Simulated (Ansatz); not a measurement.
# Run report: C₁₈HF, nudged elastic band (part 1 of 3)

The run: nudged elastic band of C₁₈HF (slab, 20 atoms in the cell). Method and program: DFT PBE, scalar-relativistic, plane waves, PAW, no spin polarisation (Ansatz 0.2.0).

It belongs to a series of runs on one base structure; here: band between the two ends. Figures and captions count atoms from 1; the log counts them from 0 in places.

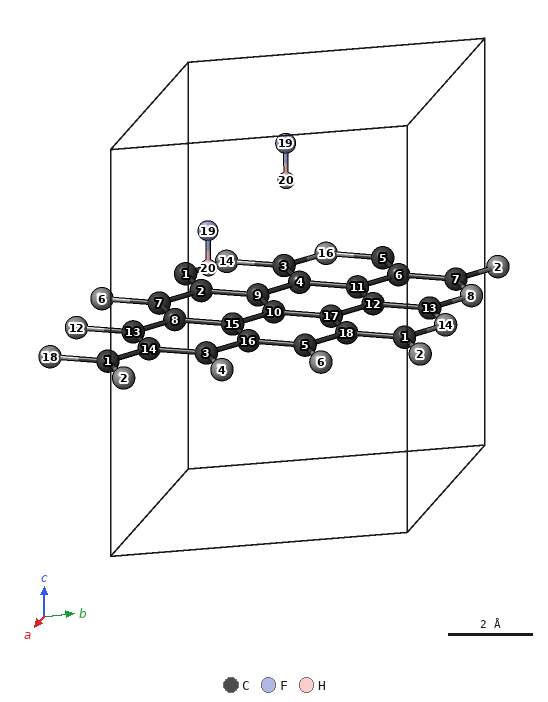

**Figure 1.** The starting structure (ball-and-stick view of the cell of the calculation, with the vacuum cut short, seen slightly off an axis; neighbours outside the cell are drawn fainter; atoms are numbered from 1 in the order of the input). Near neighbours in the crystal (not all of them lie inside the picture): C has 3 C at 1.41 to 1.44 Å; F has 1 H at 0.94 Å; H has 1 F at 0.94 Å.

Input
```yaml
crystal:
  lattice:
    - [7.398, 0.0, 0.0]
    - [-3.699, 6.406856, 0.0]
    - [0.0, 0.0, 12.0]
  atoms:
    - { symbol: C, position: [-0.03851474, -0.01907403, 0.07729214] }
    - { symbol: C, position: [0.18406811, 0.09223501, 0.07721009] }
    - { symbol: C, position: [-0.03731262, 0.31330092, 0.07808955] }
    - { symbol: C, position: [0.18293886, 0.42341895, 0.07778366] }
    - { symbol: C, position: [-0.03945067, 0.64544871, 0.07728082] }
    - { symbol: C, position: [0.18502825, 0.75766153, 0.07725348] }
    - { symbol: C, position: [0.29621319, -0.01996774, 0.07723983] }
    - { symbol: C, position: [0.51596214, 0.08991466, 0.07737204] }
    - { symbol: C, position: [0.29408459, 0.31195986, 0.07735393] }
    - { symbol: C, position: [0.51838495, 0.42429861, 0.07727547] }
    - { symbol: C, position: [0.29501174, 0.64796815, 0.07738994] }
    - { symbol: C, position: [0.51741692, 0.75894988, 0.07733182] }
    - { symbol: C, position: [0.62712255, -0.02134628, 0.07742892] }
    - { symbol: C, position: [0.85142273, 0.09058868, 0.07761875] }
    - { symbol: C, position: [0.62808681, 0.31432309, 0.07736695] }
    - { symbol: C, position: [0.85046896, 0.425725, 0.07753997] }
    - { symbol: C, position: [0.62954682, 0.64669815, 0.07730343] }
    - { symbol: C, position: [0.84926598, 0.75656418, 0.07723398] }
    - { symbol: F, position: [1.03670604, 0.33794761, 0.34656894] }
    - { symbol: H, position: [1.03437497, 0.33905154, 0.26839899] }
basis:
  ecutwfc: 420.0
kpoints:
  mp_grid: { grid: [2, 2, 1] }
hamiltonian:
  xc: pbe
scf:
  occupations: { method: gaussian, width: 0.02 }
  lower_state_search: "off"
neb:
  images: 5
  f_tol: 0.05
  initial_path: idpp
  max_iterations: 59
  final_atoms:
    - { symbol: C, position: [0.00705894, -0.00281012, 0.06936501] }
    - { symbol: C, position: [0.22787478, 0.10693897, 0.07534686] }
    - { symbol: C, position: [0.00715941, 0.3313758, 0.10567893] }
    - { symbol: C, position: [0.23570388, 0.44575549, 0.07965529] }
    - { symbol: C, position: [0.00703814, 0.66555302, 0.0694766] }
    - { symbol: C, position: [0.2278741, 0.77669798, 0.07534394] }
    - { symbol: C, position: [0.33578992, -0.004219, 0.08076083] }
    - { symbol: C, position: [0.56352687, 0.10950041, 0.10732911] }
    - { symbol: C, position: [0.34263623, 0.33411916, 0.07452114] }
    - { symbol: C, position: [0.56283267, 0.44334936, 0.06857796] }
    - { symbol: C, position: [0.34265367, 0.66429544, 0.0744522] }
    - { symbol: C, position: [0.5628251, 0.77519099, 0.06828397] }
    - { symbol: C, position: [0.67725607, -0.00241873, 0.07674055] }
    - { symbol: C, position: [0.89199757, 0.10430458, 0.07728707] }
    - { symbol: C, position: [0.67717553, 0.33534355, 0.07727459] }
    - { symbol: C, position: [0.89199427, 0.44337372, 0.07775525] }
    - { symbol: C, position: [0.67380712, 0.66476616, 0.06488776] }
    - { symbol: C, position: [0.89572069, 0.77572701, 0.06546288] }
    - { symbol: F, position: [0.56821674, 0.1112234, 0.23291933] }
    - { symbol: H, position: [1.00456199, 0.32934014, 0.19888067] }
  order_check: true
```

Machine: 1 thread of Intel Xeon (Granite Rapids), 16 GiB of memory available, shared host.

Run as:
```bash
ansatz run input.yaml --threads 1 --pin off --max-ram 3072MiB --backend cpu --events-out ev --progress --plain --runs-dir out
```

Log
```
Warning: neb: disabling space-group detection — the band's intermediate images generally break the endpoint symmetry, so no spatial operation reduces the k-mesh or symmetrises the density, except that a semilocal band can use its path's symmetry ahead of convergence; time reversal is kept, so that k and −k are solved as one point where they differ and the mesh holds both, and exact exchange and, on two spinor components, a DFT+U term hold to it where the run has them: on two components no moment then forms, and a state that bears one, which a typed moment (crystal.atoms[].spin; refused beside efield: under a hybrid functional) reaches, can lie lower, under hf by electronvolts; crystal.symmetry.detect: false (a key that needs symmetry detection or time reversal refuses this as the deck is read) with time_reversal: false beside it drops time reversal too
Engine: ansatz 0.2.0, x86_64-unknown-linux-gnu
Pseudopotentials: kind: paw
Pseudopotential: C, paw, valence charge 4, recommended cutoff 420 eV (normal), C.paw.azcp
Pseudopotential: F, paw, valence charge 7, recommended cutoff 420 eV (normal), F.paw.azcp
Pseudopotential: H, paw, valence charge 1, recommended cutoff 420 eV (normal), H.paw.azcp
Functional definition: PBE
  parameter kappa = 0.804
  parameter beta = 0.06672455060314922
  exchange = pbe_x(kappa = kappa, mu = beta*pi^2/3)
  correlation = pbe_c(beta = beta)
NEB image 0
Crystal: 20 atoms, lattice volume = 568.775 Å³
Basis set: ecut = 420 eV, 11177 PW (Γ), exchange–correlation on 100×100×162 points (8 copies of the dense FFT grid, shifted against one another)
Bands: 60, of which v1, the nominal top of the filled ones, is band 40 counted from 1 (39 counted from 0)
Symmetry: 1 space group operations
k-points: 4
Non-local potential: C, projectors of the file, l = 0: 2, l = 1: 2, l = 2: 1
Non-local potential: F, projectors of the file, l = 0: 2, l = 1: 2, l = 2: 1
Non-local potential: H, projectors of the file, l = 0: 2, l = 1: 1
PAW form: soft (Blöchl's): semilocal exchange-correlation on the pseudo side does not see the compensation charge
PAW one-centre angular grid: C, 110 points (default); XC on 64 Gauss nodes
PAW one-centre angular grid: F, 110 points (default); XC on 64 Gauss nodes
PAW one-centre angular grid: H, 110 points (default); XC on 64 Gauss nodes
Initial density: superposition of atomic densities (neutral atoms: chi_scale 0, normalization atom), corrected by the library's trained network
Initial wavefunctions: pseudopotential atomic-orbital guess
Functional: x = pbe(κ = 0.804, μ = 0.2195149727645171), c = pbe(β = 0.06672455060314922)
SCF iter   1: F=—  HF=-5340.786347 eV  |F-HF|=—  |Δ(HF+E_count)|=         —  Δρ=3.59e-3  dr2=8.06e-2  ethr=1.77e-3  ⟨swp⟩=12.5  Hψ=1553  notcnv=0  defer=24
preconditioner: auto → Resta (q_TF=auto, 1.968 Å⁻¹)  ε∞=1.9  [insulator: Δε(μ)=0.221 eV  Ē_g=14.381 eV  σ=0.020 eV  W_gap=1.00  n_scr=72 (ndim 8)  ℏωp=13.8 eV  f_vac=0.646  D(μ)=0.00/eV (n_scr^D=0)  ε∞_Penn≈1.9  vacuum switching on, ρ_ref=1.5e-2 e/Å³]
SCF iter   2: F=—  HF=-5340.770106 eV  |F-HF|=—  |Δ(HF+E_count)|=   1.62e-2  Δρ=1.72e-3  dr2=1.37e-2  ethr=1.01e-4  ⟨swp⟩=2.2  Hψ=457  notcnv=0  defer=61
SCF iter   3: F=—  HF=-5340.770691 eV  |F-HF|=—  |Δ(HF+E_count)|=   5.85e-4  Δρ=8.25e-4  dr2=2.84e-3  ethr=1.72e-5  ⟨swp⟩=2.5  Hψ=361  notcnv=0  defer=61
SCF iter   4: F=—  HF=-5340.771556 eV  |F-HF|=—  |Δ(HF+E_count)|=   8.65e-4  Δρ=1.96e-4  dr2=1.90e-4  ethr=3.54e-6  ⟨swp⟩=2.8  Hψ=326  notcnv=0  defer=61
SCF iter   5: F=—  HF=-5340.771816 eV  |F-HF|=—  |Δ(HF+E_count)|=   2.60e-4  Δρ=1.32e-4  dr2=9.23e-5  ethr=2.38e-7  ⟨swp⟩=2.5  Hψ=433  notcnv=0  defer=55
SCF iter   6: F=—  HF=-5340.771835 eV  |F-HF|=—  |Δ(HF+E_count)|=   1.86e-5  Δρ=2.59e-5  dr2=2.41e-6  ethr=1.15e-7  ⟨swp⟩=2.5  Hψ=339  notcnv=0  defer=55
SCF iter   7: F=—  HF=-5340.771836 eV  |F-HF|=—  |Δ(HF+E_count)|=   1.22e-6  Δρ=7.61e-6  dr2=2.91e-7  ethr=3.01e-9  ⟨swp⟩=2.0  Hψ=310  notcnv=0  defer=55
SCF iter   8: F=-5340.771836 eV  HF=-5340.771836 eV  |F-HF|=5.97e-9  |Δ(HF+E_count)|=   1.60e-7  Δρ=2.58e-6  dr2=4.74e-8  ethr=1.25e-10  ⟨swp⟩=5.0  Hψ=815  notcnv=0
SCF 1 converged in 8 iterations: F = -5340.771836 eV  dr2 = 4.74e-8
  greatest PAW one-centre occupation: 0.932 electrons in one spin orbital (limit 2), on the F atom at site 18 (counted from 0), in its partial waves of l = 0
NSCF: frozen V_eff on 4 k-points
NEB image 6
SCF iter   1: F=—  HF=-5338.566174 eV  |F-HF|=—  |Δ(HF+E_count)|=         —  Δρ=4.08e-3  dr2=1.16e-1  ethr=1.77e-3  ⟨swp⟩=13.0  Hψ=1649  notcnv=0  defer=29
preconditioner: auto → Resta (q_TF=auto, 1.968 Å⁻¹)  ε∞=1.9  [insulator: Δε(μ)=0.354 eV  Ē_g=14.271 eV  σ=0.020 eV  W_gap=1.00  n_scr=72 (ndim 8)  ℏωp=13.8 eV  f_vac=0.657  D(μ)=0.00/eV (n_scr^D=0)  ε∞_Penn≈1.9  vacuum switching on, ρ_ref=1.5e-2 e/Å³]
SCF iter   2: F=—  HF=-5338.546136 eV  |F-HF|=—  |Δ(HF+E_count)|=   2.00e-2  Δρ=2.17e-3  dr2=2.61e-2  ethr=1.45e-4  ⟨swp⟩=2.2  Hψ=403  notcnv=0  defer=63
SCF iter   3: F=—  HF=-5338.543193 eV  |F-HF|=—  |Δ(HF+E_count)|=   2.94e-3  Δρ=1.06e-3  dr2=6.13e-3  ethr=3.27e-5  ⟨swp⟩=2.2  Hψ=311  notcnv=0  defer=63
SCF iter   4: F=—  HF=-5338.543810 eV  |F-HF|=—  |Δ(HF+E_count)|=   6.17e-4  Δρ=3.10e-4  dr2=4.12e-4  ethr=7.66e-6  ⟨swp⟩=2.2  Hψ=307  notcnv=0  defer=63
SCF iter   5: F=—  HF=-5338.544079 eV  |F-HF|=—  |Δ(HF+E_count)|=   2.69e-4  Δρ=1.34e-4  dr2=8.65e-5  ethr=5.15e-7  ⟨swp⟩=2.2  Hψ=339  notcnv=0  defer=63
SCF iter   6: F=—  HF=-5338.544178 eV  |F-HF|=—  |Δ(HF+E_count)|=   9.92e-5  Δρ=3.77e-5  dr2=6.86e-6  ethr=1.08e-7  ⟨swp⟩=2.2  Hψ=300  notcnv=0  defer=63
SCF iter   7: F=—  HF=-5338.544179 eV  |F-HF|=—  |Δ(HF+E_count)|=   1.04e-6  Δρ=1.12e-5  dr2=5.54e-7  ethr=8.58e-9  ⟨swp⟩=2.0  Hψ=308  notcnv=0  defer=63
SCF iter   8: F=—  HF=-5338.544179 eV  |F-HF|=—  |Δ(HF+E_count)|=   5.88e-7  Δρ=5.25e-6  dr2=1.16e-7  ethr=1.25e-10  ⟨swp⟩=5.0  Hψ=860  notcnv=0
SCF iter   9: F=-5338.544180 eV  HF=-5338.544179 eV  |F-HF|=1.59e-8  |Δ(HF+E_count)|=   1.25e-7  Δρ=1.66e-6  dr2=1.02e-8  ethr=1.25e-10  ⟨swp⟩=5.0  Hψ=746  notcnv=0
SCF 2 converged in 9 iterations: F = -5338.544180 eV  dr2 = 1.02e-8
  greatest PAW one-centre occupation: 0.934 electrons in one spin orbital (limit 2), on the F atom at site 18 (counted from 0), in its partial waves of l = 0
NSCF: frozen V_eff on 4 k-points
NEB end point (image 0): max|allowed force component| = 2.074e-2 eV/Å (the criterion of neb.relax_end_points is 1.000e-2)
NEB end point (image 6): max|allowed force component| = 2.496e-2 eV/Å (the criterion of neb.relax_end_points is 1.000e-2)
NEB image 1
SCF iter   1: F=—  HF=-5339.646734 eV  |F-HF|=—  |Δ(HF+E_count)|=         —  Δρ=4.02e-3  dr2=1.02e-1  ethr=1.77e-3  ⟨swp⟩=12.8  Hψ=1591  notcnv=0  defer=19
preconditioner: auto → Resta (q_TF=auto, 1.968 Å⁻¹)  ε∞=1.9  [insulator: Δε(μ)=0.192 eV  Ē_g=14.561 eV  σ=0.020 eV  W_gap=1.00  n_scr=72 (ndim 8)  ℏωp=13.9 eV  f_vac=0.644  D(μ)=0.00/eV (n_scr^D=0)  ε∞_Penn≈1.9  vacuum switching on, ρ_ref=1.5e-2 e/Å³]
SCF iter   2: F=—  HF=-5339.628325 eV  |F-HF|=—  |Δ(HF+E_count)|=   1.84e-2  Δρ=2.41e-3  dr2=2.27e-2  ethr=1.28e-4  ⟨swp⟩=2.8  Hψ=474  notcnv=0  defer=52
[...]
  greatest PAW one-centre occupation: 0.931 electrons in one spin orbital (limit 2), on the F atom at site 18 (counted from 0), in its partial waves of l = 0
NEB image 2
preconditioner: auto → Resta (q_TF=auto, 1.968 Å⁻¹)  ε∞=1.9  [insulator: Δε(μ)=0.092 eV  Ē_g=14.409 eV  σ=0.020 eV  W_gap=1.00  n_scr=72 (ndim 8)  ℏωp=13.9 eV  f_vac=0.642  D(μ)=0.13/eV (n_scr^D=0)  ε∞_Penn≈1.9  vacuum switching on, ρ_ref=1.5e-2 e/Å³]
preconditioner: auto → LDOS  [insulator: Δε(μ)=0.038 eV  Ē_g=14.378 eV  σ=0.020 eV  W_gap=0.82  n_scr=72 (ndim 8)  ℏωp=13.9 eV  f_vac=0.644  D(μ)=11.31/eV (n_scr^D=66)  ε∞_Penn≈1.9  β→1.0]
NEB image 3
preconditioner: auto → LDOS  [insulator: Δε(μ)=0.044 eV  Ē_g=14.351 eV  σ=0.020 eV  W_gap=0.88  n_scr=72 (ndim 8)  ℏωp=13.9 eV  f_vac=0.642  D(μ)=8.60/eV (n_scr^D=36)  ε∞_Penn≈1.9  β→1.0]
NEB image 4
preconditioner: auto → Resta (q_TF=auto, 1.968 Å⁻¹)  ε∞=1.9  [insulator: Δε(μ)=0.087 eV  Ē_g=14.352 eV  σ=0.020 eV  W_gap=1.00  n_scr=72 (ndim 8)  ℏωp=13.9 eV  f_vac=0.644  D(μ)=0.24/eV (n_scr^D=0)  ε∞_Penn≈1.9  vacuum switching on, ρ_ref=1.5e-2 e/Å³]
preconditioner: auto → LDOS  [insulator: Δε(μ)=0.034 eV  Ē_g=14.264 eV  σ=0.020 eV  W_gap=0.76  n_scr=72 (ndim 8)  ℏωp=13.9 eV  f_vac=0.646  D(μ)=19.60/eV (n_scr^D=134)  ε∞_Penn≈2.0  β→1.0]
NEB image 5
preconditioner: auto → Resta (q_TF=auto, 1.968 Å⁻¹)  ε∞=1.9  [insulator: Δε(μ)=0.305 eV  Ē_g=14.400 eV  σ=0.020 eV  W_gap=1.00  n_scr=72 (ndim 8)  ℏωp=13.9 eV  f_vac=0.650  D(μ)=0.00/eV (n_scr^D=0)  ε∞_Penn≈1.9  vacuum switching on, ρ_ref=1.5e-2 e/Å³]
NEB iter   1: max|band force component| = 5.319e0 eV/Å  barrier→ = 4.2717 eV  barrier← = 2.0440 eV  Δτ_max = 0.2000 Å  (82 SCF iters)
NEB image 1
Initial density: handed on by an earlier stage of this run
Initial wavefunctions: those handed on with the density
preconditioner: auto → Resta (q_TF=auto, 1.968 Å⁻¹)  ε∞=1.9  [insulator: Δε(μ)=0.150 eV  Ē_g=14.253 eV  σ=0.020 eV  W_gap=1.00  n_scr=72 (ndim 8)  ℏωp=13.8 eV  f_vac=0.649  D(μ)=0.00/eV (n_scr^D=0)  ε∞_Penn≈1.9  vacuum switching on, ρ_ref=1.5e-2 e/Å³]
  greatest PAW one-centre occupation: 0.930 electrons in one spin orbital (limit 2), on the F atom at site 18 (counted from 0), in its partial waves of l = 0
NEB image 2
preconditioner: auto → LDOS  [insulator: Δε(μ)=0.075 eV  Ē_g=14.528 eV  σ=0.020 eV  W_gap=0.99  n_scr=72 (ndim 8)  ℏωp=13.9 eV  f_vac=0.650  D(μ)=0.87/eV (n_scr^D=2)  ε∞_Penn≈1.9  β→1.0]
preconditioner: auto → Resta (q_TF=auto, 1.968 Å⁻¹)  ε∞=1.9  [insulator: Δε(μ)=0.117 eV  Ē_g=14.403 eV  σ=0.020 eV  W_gap=1.00  n_scr=72 (ndim 8)  ℏωp=13.9 eV  f_vac=0.651  D(μ)=0.01/eV (n_scr^D=0)  ε∞_Penn≈1.9  vacuum switching on, ρ_ref=1.5e-2 e/Å³  β→0.5]
NEB image 3
preconditioner: auto → LDOS  [insulator: Δε(μ)=0.043 eV  Ē_g=14.398 eV  σ=0.020 eV  W_gap=0.87  n_scr=72 (ndim 8)  ℏωp=13.9 eV  f_vac=0.650  D(μ)=9.10/eV (n_scr^D=42)  ε∞_Penn≈1.9  β→1.0]
NEB image 4
preconditioner: auto → LDOS  [insulator: Δε(μ)=0.026 eV  Ē_g=14.375 eV  σ=0.020 eV  W_gap=0.63  n_scr=72 (ndim 8)  ℏωp=13.9 eV  f_vac=0.652  D(μ)=18.75/eV (n_scr^D=134)  ε∞_Penn≈1.9  β→1.0]
NEB image 5
preconditioner: auto → Resta (q_TF=auto, 1.968 Å⁻¹)  ε∞=1.9  [insulator: Δε(μ)=0.257 eV  Ē_g=14.397 eV  σ=0.020 eV  W_gap=1.00  n_scr=72 (ndim 8)  ℏωp=13.9 eV  f_vac=0.657  D(μ)=0.00/eV (n_scr^D=0)  ε∞_Penn≈1.9  vacuum switching on, ρ_ref=1.5e-2 e/Å³]
  greatest PAW one-centre occupation: 0.933 electrons in one spin orbital (limit 2), on the F atom at site 18 (counted from 0), in its partial waves of l = 0
NEB iter   2: max|band force component| = 4.184e0 eV/Å  barrier→ = 3.2029 eV  barrier← = 0.9752 eV  Δτ_max = 0.2000 Å  (55 SCF iters)
[... from here on the SCF iterations and repeated set-up lines of each step are left out, up to the last step ...]
NEB image 1
NEB image 2
NEB image 3
NEB image 4
NEB image 5
NEB iter   3: max|band force component| = 2.092e1 eV/Å  barrier→ = 2.7688 eV  barrier← = 0.5412 eV  Δτ_max = 0.1012 Å  (57 SCF iters)
NEB image 1
NEB image 2
NEB image 3
NEB image 4
NEB image 5
NEB iter   4: max|band force component| = 2.657e0 eV/Å  barrier→ = 2.7435 eV  barrier← = 0.5159 eV  Δτ_max = 0.2000 Å  (52 SCF iters)
NEB image 1
NEB image 2
NEB image 3
NEB image 4
NEB image 5
NEB iter   5: max|band force component| = 9.156e0 eV/Å  barrier→ = 2.7202 eV  barrier← = 0.4926 eV  Δτ_max = 0.1015 Å  (53 SCF iters)
NEB image 1
NEB image 2
NEB image 3
NEB image 4
NEB image 5
```
